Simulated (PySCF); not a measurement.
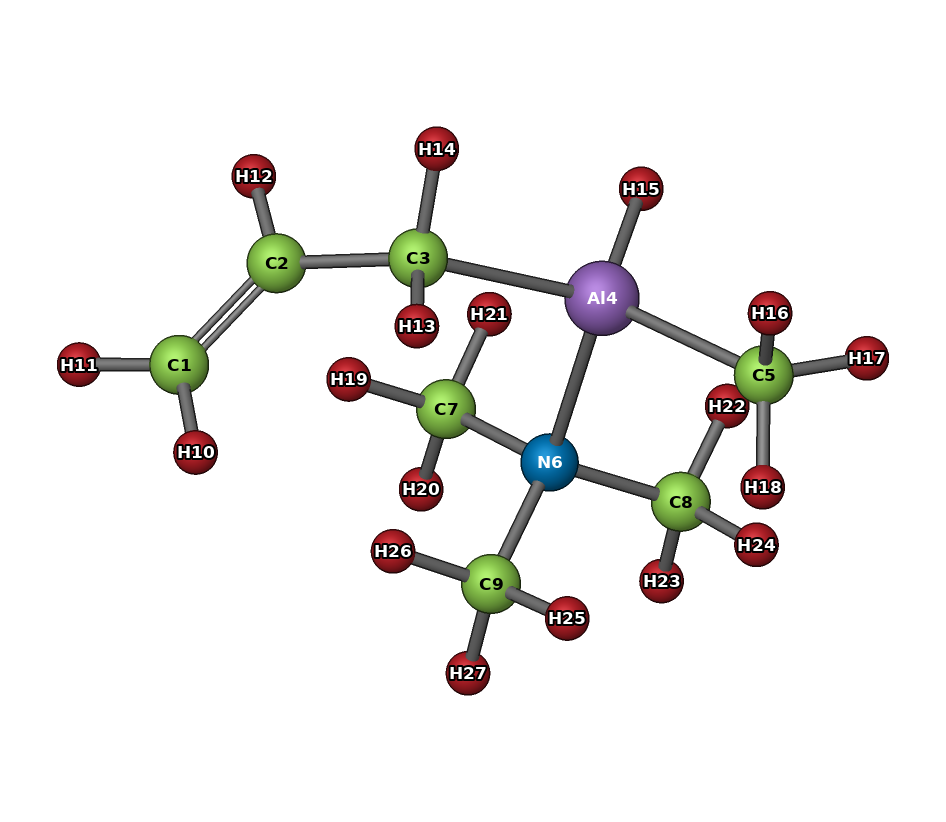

The questions are on isotropic NMR shieldings of the C atoms. Computed geometry: GFN2-xTB optimisation. No frequency run is at hand to confirm it as a minimum. Method: GIAO PBE0/pcSseg-1 NMR shielding, non-relativistic, gas phase (PySCF 2.14.0).

Give the isotropic NMR shieldings of the C atoms atom by atom.

```csv
atom,σ (ppm)
C1,76.9
C2,32.1
C3,161.6
C5,199.8
C7,139.6
C8,138.5
C9,142.6
```

The geometry is semi-empirical. Around Al such bond lengths and angles can be off by a tenth of an ångström or more and by several degrees, and values that hang on the shape move with them.
